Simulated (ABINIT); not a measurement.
# Te2Mo (P6_3/mmc): G0W0 in ABINIT against the bands in the self-energy

How does the gap of Te2Mo (P6_3/mmc) converge in the bands in the self-energy?

Method: PBE and many-body steps on it, plane waves, in ABINIT 10.8.3.

**1. Starting point**

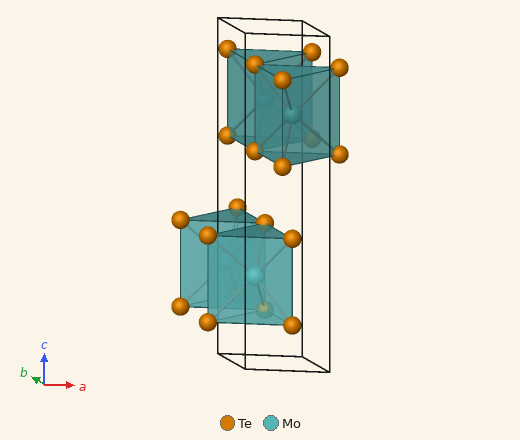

The starting structure, seen slightly off an axis (tellurium orange, molybdenum teal). 1×2×1 cells are drawn. Some periodic images of atoms are drawn too.

Structure file:

```cif
data_structure
_symmetry_space_group_name_H-M 'P 1'
_symmetry_Int_Tables_number 1
_cell_length_a 3.5182
_cell_length_b 3.5182
_cell_length_c 13.9736
_cell_angle_alpha 90.000
_cell_angle_beta 90.000
_cell_angle_gamma 120.000
_cell_volume 149.79
loop_
_atom_site_label
_atom_site_type_symbol
_atom_site_fract_x
_atom_site_fract_y
_atom_site_fract_z
_atom_site_occupancy
Te1 Te 0.33333 0.66667 0.62100 1
Te2 Te 0.66667 0.33333 0.12100 1
Te3 Te 0.33333 0.66667 0.87900 1
Te4 Te 0.66667 0.33333 0.37900 1
Mo5 Mo 0.33333 0.66667 0.25000 1
Mo6 Mo 0.66667 0.33333 0.75000 1
```

The cell and positions come from the Crystallography Open Database and are kept as given unless a step says otherwise. Spin-orbit coupling is left out unless a step names it.

**2. Screening, 3×3×1 mesh, 386 bands, screening to 176.9 eV**

This step: ABINIT 10.8.3; RPA screening on PBE, plane waves, norm-conserving pseudopotentials.

The RPA dielectric matrix is built and inverted for each q.

The input, run.abi:

```
acell 3*1.0 Angstrom
rprim 
  3.518200000003 -0.000000000001 0.000000000000
  -1.759100000001 3.046850575598 0.000000000000
  0.000000000000 0.000000000000 13.973600000000
ntypat 2
znucl 52 42
natom 6
typat 1 1 1 1 2 2
xred 
  0.333333333333 0.666666666667 0.621000000000
  0.666666666667 0.333333333333 0.121000000000
  0.333333333333 0.666666666667 0.879000000000
  0.666666666667 0.333333333333 0.379000000000
  0.333333333333 0.666666666667 0.250000000000
  0.666666666667 0.333333333333 0.750000000000
pp_dirpath "pseudos"
pseudos "Te.upf, Mo.upf"
ecut 36
ngkpt 3 3 1
nshiftk 1
shiftk 0 0 0
kptopt 1
chksymbreak 0
istwfk *1
occopt 1
irdwfk 1
optdriver 3
nband 386
ecuteps 6.5
inclvkb 2
awtr 1
symchi 1
indata_prefix "in"
outdata_prefix "out"
tmpdata_prefix "tmp"
```

The run is started by

```sh
$ OMP_NUM_THREADS=1 mpirun -n 8 abinit run.abi > log
```

What it wrote:

```text
.Version 10.8.3 of ABINIT. v10.8.2 released Aug 2026.

 Symmetries : space group P6_3/m m c (#194); Bravais hP (primitive hexag.)
[... echo of the input left out ...]
== DATASET  1 ==================================================================
-   mpi_nproc: 8, omp_nthreads: 1 (-1 if OMP is not activated)

--- !DatasetInfo
iteration_state: {dtset: 1, }
dimensions: {natom: 6, nkpt: 3, mband: 386, nsppol: 1, nspinor: 1, nspden: 1, mpw: 10515, }
cutoff_energies: {ecut:  36.0, pawecutdg:  -1.0, }
electrons: {nelect:   9.20000000E+01, charge:   0.00000000E+00, occopt:   1.00000000E+00, tsmear:   1.00000000E-02, }

 SCREENING: Calculation of the susceptibility and dielectric matrices

 Based on a program developped by R.W. Godby, V. Olevano, G. Onida, and L. Reining.
 Incorporated in ABINIT by V. Olevano, G.-M. Rignanese, and M. Torrent.
.Using double precision arithmetic ; gwpc =  8

[... cell and pseudopotentials left out ...]
--------------------------------------------------------------------------------

 ==== K-mesh for the wavefunctions ====
 Number of points in the irreducible wedge :     3
[... list of points left out ...]
 Together with 24 symmetry operations and time-reversal symmetry
 yields     9 points in the full Brillouin Zone.

 ==== Q-mesh for the screening function ====
 Number of points in the irreducible wedge :     3
[... list of points left out ...]
 Together with 24 symmetry operations and time-reversal symmetry
 yields     9 points in the full Brillouin Zone.

 setmesh: FFT mesh size selected  =    24x   24x  108
          total number of points  =        62208

 vcoul_init : cutoff-mode = AUXILIARY_FUNCTION
 q-points for optical limit:   1
     1)      0.000010    0.000020    0.000030

- screening: taking advantage of time-reversal symmetry
- Maximum band index for partially occupied states nbvw = 46
- Remaining bands to be divided among processors   nbcw = 340
- Number of bands treated by each node ~42

 Number of electrons calculated from density =   92.0000; Expected =   92.0000
 average of density, n =  0.091015
 r_s =    1.3791
 omega_plasma =   29.1012 [eV]

 calculating chi0 at frequencies [eV] :
  1    0.000000E+00    0.000000E+00
  2    0.000000E+00    2.910122E+01

--------------------------------------------------------------------------------
  q-point number  1        q = ( 0.000000, 0.000000, 0.000000) [r.l.u.]
--------------------------------------------------------------------------------
[... chi0 elements left out ...]
 For q-point:  0.000010 0.000020 0.000030
  dielectric constant =  20.2803
  dielectric constant without local fields =  23.1247

  Average fulfillment of the sum rule on Im[epsilon] for q-point    1 :    100.27  [%]
[... wings left out ...]
  q-point number  2        q = ( 0.333333, 0.000000, 0.000000) [r.l.u.]
--------------------------------------------------------------------------------
[... chi0 elements left out ...]
  Average fulfillment of the sum rule on Im[epsilon] for q-point    2 :     95.08  [%]

 [... 1 further q-points ...]
```

Wall time 4.4 min (8 MPI ranks of Intel Xeon Platinum 8488C (Sapphire Rapids), shared host); peak memory 3.8 GiB; 35 min of CPU time.

Numbers from this step:

```
ε∞ with local fields, on this mesh, along the program's q direction : 20.28
the same without local fields                                       : 23.12
plasma frequency                                                    : 29.10 eV
plane waves in the screening matrix                                 : 811
```

Local fields lower ε∞ by 12 %. On a Γ-centred mesh this coarse the value itself is usually too large, while a short band sum pulls it down.

**3. 54 bands**

This step: G0W0 on PBE, plane waves, norm-conserving pseudopotentials.

run.abi: that of step 2 with these lines changed.

```diff
@@ -27,8 +27,17 @@
 irdwfk 1
-optdriver 3
-nband 386
+optdriver 4
+nband 54
+gwcalctyp 0
+ecutsigx 36
+symsigma 1
+nkptgw 2
+kptgw 
+  0.0000000000 0.0000000000 0.0000000000
+  0.3333333333 0.3333333333 0.0000000000
+bdgw 
+  45 48
+  45 48
 ecuteps 6.5
-inclvkb 2
-awtr 1
-symchi 1
+irdscr 1
+ppmodel 1
 indata_prefix "in"
```

What it wrote:

```text
.Version 10.8.3 of ABINIT. v10.8.2 released Aug 2026.

 Symmetries : space group P6_3/m m c (#194); Bravais hP (primitive hexag.)
[... echo of the input left out ...]
== DATASET  1 ==================================================================
-   mpi_nproc: 8, omp_nthreads: 1 (-1 if OMP is not activated)

--- !DatasetInfo
iteration_state: {dtset: 1, }
dimensions: {natom: 6, nkpt: 3, mband: 54, nsppol: 1, nspinor: 1, nspden: 1, mpw: 10515, }
cutoff_energies: {ecut:  36.0, pawecutdg:  -1.0, }
electrons: {nelect:   9.20000000E+01, charge:   0.00000000E+00, occopt:   1.00000000E+00, tsmear:   1.00000000E-02, }

 SIGMA: Calculation of the GW corrections

 Based on a program developped by R.W. Godby, V. Olevano, G. Onida, and L. Reining.
 Incorporated in ABINIT by V. Olevano, G.-M. Rignanese, and M. Torrent.
.Using double precision arithmetic ; gwpc =  8

[... cell and pseudopotentials left out ...]
--------------------------------------------------------------------------------

 ==== K-mesh for the wavefunctions ====
 Number of points in the irreducible wedge :     3
[... list of points left out ...]
 Together with 24 symmetry operations and time-reversal symmetry
 yields     9 points in the full Brillouin Zone.

 ==== Q-mesh for screening function ====
 Number of points in the irreducible wedge :     3
[... list of points left out ...]
 Together with 24 symmetry operations and time-reversal symmetry
 yields     9 points in the full Brillouin Zone.

 vcoul_init : cutoff-mode = AUXILIARY_FUNCTION
 q-points for optical limit:   1
     1)      0.000010    0.000020    0.000030
 setmesh: FFT mesh size selected  =    32x   32x  144
          total number of points  =       147456

 Number of electrons calculated from density =   92.0000; Expected =   92.0000
 average of density, n =  0.091015
 r_s =    1.3791
 omega_plasma =   29.1012 [eV]

 === KS Band Gaps ===
  >>>> For spin  1
   Minimum direct gap =   1.0377 [eV], located at k-point      :   0.3333  0.3333  0.0000
   Fundamental gap    =   0.9565 [eV], Top of valence bands at :   0.0000  0.0000  0.0000
                                       Bottom of conduction at :   0.3333  0.3333  0.0000
 SIGMA fundamental parameters:
 PLASMON POLE MODEL  1
 number of plane-waves for SigmaX                10361
 number of plane-waves for SigmaC and W            811
 number of plane-waves for wavefunctions         10361
 number of bands                                    54
 number of independent spin polarizations            1
 number of spinorial components                      1
 number of k-points in IBZ                           3
 number of q-points in IBZ                           3
 number of symmetry operations                      24
 number of k-points in BZ                            9
 number of q-points in BZ                            9
 number of frequencies for dSigma/dE                 9
 frequency step for dSigma/dE [eV]                0.25
 number of omega for Sigma on real axis              0
 max omega for Sigma on real axis  [eV]           0.00
 zcut for avoiding poles [eV]                     0.10

 EPSILON^-1 parameters (SCR file):
 dimension of the eps^-1 matrix on file            811
 dimension of the eps^-1 matrix used               811
 number of plane-waves for wavefunctions         10361
 number of bands                                   386
 number of q-points in IBZ                           3
 number of frequencies                               2
 number of real frequencies                          1
 number of imag frequencies                          1

 matrix elements of self-energy operator (all in [eV])

 Perturbative Calculation

--- !SelfEnergy_ee
iteration_state: {dtset: 1, }
kpoint     : [   0.000,    0.000,    0.000, ]
spin       : 1
KS_gap     :    2.886
QP_gap     :    2.793
Delta_QP_KS:   -0.093
data: !SigmaeeData |
     Band     E0 <VxcDFT>   SigX SigC(E0)      Z dSigC/dE  Sig(E)    E-E0       E
       45   7.652 -12.579 -15.438   3.998   0.831  -0.204 -11.633   0.946   8.598
       46   7.987 -15.979 -16.763   3.008   0.802  -0.247 -14.196   1.784   9.771
       47  10.873 -14.174 -10.765  -1.353   0.822  -0.216 -12.483   1.691  12.564
       48  10.873 -14.174 -10.765  -1.353   0.822  -0.216 -12.483   1.691  12.564

--- !SelfEnergy_ee
iteration_state: {dtset: 1, }
kpoint     : [   0.333,    0.333,    0.000, ]
spin       : 1
KS_gap     :    1.038
QP_gap     :    1.682
Delta_QP_KS:    0.645
data: !SigmaeeData |
     Band     E0 <VxcDFT>   SigX SigC(E0)      Z dSigC/dE  Sig(E)    E-E0       E
       45   7.669 -15.398 -16.611   3.339   0.797  -0.254 -13.703   1.695   9.364
       46   7.906 -16.094 -17.248   3.367   0.796  -0.257 -14.333   1.760   9.666
       47   8.943 -16.955 -12.267  -1.658   0.794  -0.260 -14.550   2.405  11.348
       48   8.943 -16.955 -12.267  -1.658   0.794  -0.260 -14.550   2.405  11.348

== END DATASET(S) ==============================================================
================================================================================

 -outvars: echo values of variables after computation  --------
           etotal      0.0000000000E+00
            nband          54
             nkpt           3
          spgroup         194
 [... the other variables as echoed above ...]

 Calculation completed.
```

Run time: 19 s. Hardware: 8 MPI ranks; peak memory 2.3 GiB; 2.4 min of CPU time.

This step gave:

| Item | Value |
| --- | --- |
| G0W0 gap on the points computed | 1.577 eV |
| starting gap on the mesh | 0.9565 eV |
| k of the valence top | 0, 0, 0 |
| k of the conduction bottom | 0.3333, 0.3333, 0 |
| Z at the valence top | 0.802 |
| Z at the conduction bottom | 0.794 |
| least direct G0W0 gap on the computed points | 1.682 eV |

**4. 56 bands**

run.abi: that of step 3 with these lines changed.

```diff
@@ -28,3 +28,3 @@
 optdriver 4
-nband 54
+nband 56
 gwcalctyp 0
```

What it wrote:

```text
.Version 10.8.3 of ABINIT. v10.8.2 released Aug 2026.

 Symmetries : space group P6_3/m m c (#194); Bravais hP (primitive hexag.)
[... echo of the input left out ...]
== DATASET  1 ==================================================================
-   mpi_nproc: 8, omp_nthreads: 1 (-1 if OMP is not activated)

--- !DatasetInfo
iteration_state: {dtset: 1, }
dimensions: {natom: 6, nkpt: 3, mband: 56, nsppol: 1, nspinor: 1, nspden: 1, mpw: 10515, }
cutoff_energies: {ecut:  36.0, pawecutdg:  -1.0, }
electrons: {nelect:   9.20000000E+01, charge:   0.00000000E+00, occopt:   1.00000000E+00, tsmear:   1.00000000E-02, }

 SIGMA: Calculation of the GW corrections

 Based on a program developped by R.W. Godby, V. Olevano, G. Onida, and L. Reining.
 Incorporated in ABINIT by V. Olevano, G.-M. Rignanese, and M. Torrent.
.Using double precision arithmetic ; gwpc =  8

[... cell and pseudopotentials left out ...]
--------------------------------------------------------------------------------

 ==== K-mesh for the wavefunctions ====
 Number of points in the irreducible wedge :     3
[... list of points left out ...]
 Together with 24 symmetry operations and time-reversal symmetry
 yields     9 points in the full Brillouin Zone.

 ==== Q-mesh for screening function ====
 Number of points in the irreducible wedge :     3
[... list of points left out ...]
 Together with 24 symmetry operations and time-reversal symmetry
 yields     9 points in the full Brillouin Zone.

 vcoul_init : cutoff-mode = AUXILIARY_FUNCTION
 q-points for optical limit:   1
     1)      0.000010    0.000020    0.000030
 setmesh: FFT mesh size selected  =    32x   32x  144
          total number of points  =       147456

 Number of electrons calculated from density =   92.0000; Expected =   92.0000
[...]
number of omega for Sigma on real axis              0
 max omega for Sigma on real axis  [eV]           0.00
 zcut for avoiding poles [eV]                     0.10

 EPSILON^-1 parameters (SCR file):
 dimension of the eps^-1 matrix on file            811
 dimension of the eps^-1 matrix used               811
 number of plane-waves for wavefunctions         10361
 number of bands                                   386
 number of q-points in IBZ                           3
 number of frequencies                               2
 number of real frequencies                          1
 number of imag frequencies                          1

 matrix elements of self-energy operator (all in [eV])

 Perturbative Calculation

--- !SelfEnergy_ee
iteration_state: {dtset: 1, }
kpoint     : [   0.000,    0.000,    0.000, ]
spin       : 1
KS_gap     :    2.886
QP_gap     :    2.866
Delta_QP_KS:   -0.020
data: !SigmaeeData |
     Band     E0 <VxcDFT>   SigX SigC(E0)      Z dSigC/dE  Sig(E)    E-E0       E
       45   7.652 -12.579 -15.438   3.903   0.829  -0.207 -11.714   0.865   8.517
       46   7.987 -15.979 -16.763   2.870   0.799  -0.251 -14.312   1.667   9.654
       47  10.873 -14.174 -10.765  -1.403   0.821  -0.218 -12.527   1.647  12.520
[...]
--- !SelfEnergy_ee
iteration_state: {dtset: 1, }
kpoint     : [   0.333,    0.333,    0.000, ]
spin       : 1
KS_gap     :    1.038
QP_gap     :    1.627
Delta_QP_KS:    0.589
data: !SigmaeeData |
     Band     E0 <VxcDFT>   SigX SigC(E0)      Z dSigC/dE  Sig(E)    E-E0       E
[...]
47   8.943 -16.955 -12.267  -1.883   0.789  -0.267 -14.742   2.213  11.156
       48   8.943 -16.955 -12.267  -1.883   0.789  -0.267 -14.742   2.213  11.156

== END DATASET(S) ==============================================================
================================================================================

 -outvars: echo values of variables after computation  --------
           etotal      0.0000000000E+00
            nband          56
             nkpt           3
          spgroup         194
 [... the other variables as echoed above ...]

 Calculation completed.
```

The job ended after 19 s (8 MPI ranks; peak memory 2.5 GiB; 2.5 min of CPU time).

This step gave:

| Quantity | Value |
| --- | --- |
| G0W0 gap on the points computed | 1.502 eV |
| starting gap on the mesh | 0.9565 eV |
| k of the valence top | 0, 0, 0 |
| k of the conduction bottom | 0.3333, 0.3333, 0 |
| Z at the valence top | 0.799 |
| Z at the conduction bottom | 0.789 |
| least direct G0W0 gap on the computed points | 1.627 eV |

**5. 76 bands**

run.abi: that of step 4 with these lines changed.

```diff
@@ -28,3 +28,3 @@
 optdriver 4
-nband 56
+nband 76
 gwcalctyp 0
```

What it wrote:

```text
.Version 10.8.3 of ABINIT. v10.8.2 released Aug 2026.

 Symmetries : space group P6_3/m m c (#194); Bravais hP (primitive hexag.)
[... echo of the input left out ...]
== DATASET  1 ==================================================================
-   mpi_nproc: 8, omp_nthreads: 1 (-1 if OMP is not activated)

--- !DatasetInfo
iteration_state: {dtset: 1, }
dimensions: {natom: 6, nkpt: 3, mband: 76, nsppol: 1, nspinor: 1, nspden: 1, mpw: 10515, }
cutoff_energies: {ecut:  36.0, pawecutdg:  -1.0, }
electrons: {nelect:   9.20000000E+01, charge:   0.00000000E+00, occopt:   1.00000000E+00, tsmear:   1.00000000E-02, }

 SIGMA: Calculation of the GW corrections

 Based on a program developped by R.W. Godby, V. Olevano, G. Onida, and L. Reining.
 Incorporated in ABINIT by V. Olevano, G.-M. Rignanese, and M. Torrent.
.Using double precision arithmetic ; gwpc =  8

[... cell and pseudopotentials left out ...]
--------------------------------------------------------------------------------

 ==== K-mesh for the wavefunctions ====
 Number of points in the irreducible wedge :     3
[... list of points left out ...]
 Together with 24 symmetry operations and time-reversal symmetry
 yields     9 points in the full Brillouin Zone.

 ==== Q-mesh for screening function ====
 Number of points in the irreducible wedge :     3
[... list of points left out ...]
 Together with 24 symmetry operations and time-reversal symmetry
 yields     9 points in the full Brillouin Zone.

 vcoul_init : cutoff-mode = AUXILIARY_FUNCTION
 q-points for optical limit:   1
     1)      0.000010    0.000020    0.000030
 setmesh: FFT mesh size selected  =    32x   32x  144
          total number of points  =       147456

 Number of electrons calculated from density =   92.0000; Expected =   92.0000
[...]
number of omega for Sigma on real axis              0
 max omega for Sigma on real axis  [eV]           0.00
 zcut for avoiding poles [eV]                     0.10

 EPSILON^-1 parameters (SCR file):
 dimension of the eps^-1 matrix on file            811
 dimension of the eps^-1 matrix used               811
 number of plane-waves for wavefunctions         10361
 number of bands                                   386
 number of q-points in IBZ                           3
 number of frequencies                               2
 number of real frequencies                          1
 number of imag frequencies                          1

 matrix elements of self-energy operator (all in [eV])

 Perturbative Calculation

--- !SelfEnergy_ee
iteration_state: {dtset: 1, }
kpoint     : [   0.000,    0.000,    0.000, ]
spin       : 1
KS_gap     :    2.886
QP_gap     :    2.836
Delta_QP_KS:   -0.049
data: !SigmaeeData |
     Band     E0 <VxcDFT>   SigX SigC(E0)      Z dSigC/dE  Sig(E)    E-E0       E
       45   7.652 -12.579 -15.438   3.049   0.812  -0.231 -12.424   0.154   7.806
       46   7.987 -15.979 -16.763   2.145   0.786  -0.272 -14.908   1.071   9.058
       47  10.873 -14.174 -10.765  -2.142   0.807  -0.240 -13.152   1.022  11.894
[...]
--- !SelfEnergy_ee
iteration_state: {dtset: 1, }
kpoint     : [   0.333,    0.333,    0.000, ]
spin       : 1
KS_gap     :    1.038
QP_gap     :    1.618
Delta_QP_KS:    0.581
data: !SigmaeeData |
     Band     E0 <VxcDFT>   SigX SigC(E0)      Z dSigC/dE  Sig(E)    E-E0       E
[...]
47   8.943 -16.955 -12.267  -2.546   0.777  -0.286 -15.289   1.665  10.609
       48   8.943 -16.955 -12.267  -2.546   0.777  -0.286 -15.289   1.665  10.609

== END DATASET(S) ==============================================================
================================================================================

 -outvars: echo values of variables after computation  --------
           etotal      0.0000000000E+00
            nband          76
             nkpt           3
          spgroup         194
 [... the other variables as echoed above ...]

 Calculation completed.
```

Run time: 26 s. Hardware: 8 MPI ranks; peak memory 2.4 GiB; 3.4 min of CPU time.

Numbers from this step:

* G0W0 gap on the points computed: 1.551 eV
* starting gap on the mesh: 0.9565 eV
* k of the valence top: 0, 0, 0
* k of the conduction bottom: 0.3333, 0.3333, 0
* Z at the valence top: 0.786
* Z at the conduction bottom: 0.777
* least direct G0W0 gap on the computed points: 1.618 eV

(Continued in part 2 of 2.)

[Paths, hosts, dates, memory and timing lines, banners, echoed tables and standing remarks are left out of the program output.]

[Logs are printed without paths, hosts, clocks, repeated set-up lines and the standing remarks that a program may print on its own settings, such as how far it seeks lower states.]

[Runs of the session that timed out or met a known fault of the program may be left out.]

[Hosts, paths, dates, database ids (printed as entryN), source tags and the programs' standing remarks are cut or masked in the printed files.]

[G0W0 gaps are taken among the corrected bands and points alone; a level outside them can change the order at an edge.]

[Where Ansatz stands beside ABINIT at settings called matched, ABINIT's density can come from a denser mesh and the files from another edition; pairs whose starting gaps differed by over 0.03 eV were left out, so agreement reads better than it is.]
